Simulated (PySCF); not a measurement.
SMILES C[Si](C)(C)[InH2] (C3H11InSi) at its GFN2-xTB optimised geometry (Å):

```
16

In    -1.1827    -1.9001    -2.1514
H     -1.6369    -3.6296    -2.2899
H     -1.4921    -1.1531    -3.7522
Si    -0.2950    -0.6870     0.0000
C     -0.9524     1.1135     0.0000
C      1.6239    -0.6870     0.0000
C     -0.9512    -1.6235     1.5379
H     -0.5459     1.7069     0.8138
H     -0.6928     1.6074    -0.9344
H     -2.0371     1.1235     0.0870
H      2.0033    -0.1838    -0.8873
H      2.0037    -1.7069    -0.0090
H      2.0371    -0.1848     0.8703
H     -0.6864    -2.6772     1.4762
H     -2.0364    -1.5599     1.5886
H     -0.5494    -1.2335     2.4684
```

Calculation: CAM-B3LYP/def2-TZVP, def2 effective core potentials past Kr in PySCF. The core electrons that the potentials of In replace are not part of the density. Cells within 0.4 Å of a nucleus heavier than hydrogen are left out (blank, or x).

Map of the electron localisation function on the plane z = 1.2 Å:

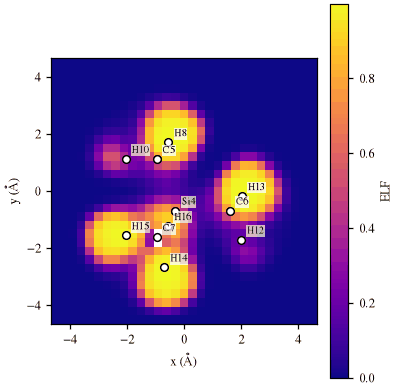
Figure: Electron localisation function on the plane z = 1.2 Å.
